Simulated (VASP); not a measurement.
Band structure of TiSe (relaxed from the wurtzite structure, space group P6_3mc). Method: PBE GGA, VASP's PBE PAW potentials (set 64) (plane waves; VASP).

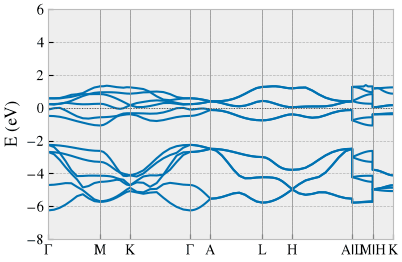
Bands along high-symmetry lines, zero at the valence-band maximum or, without a gap, the Fermi level

### Question
Read the plot: is there a gap, and where are the band edges?

### Answer
It has no gap at this level: it comes out as a metal or semimetal. (Edges off the drawn lines would not show.)

The structure was generated: TiSe was put into the wurtzite type (P6_3mc), which need not be its known phase. It was relaxed first, which changed the volume by -36 %.
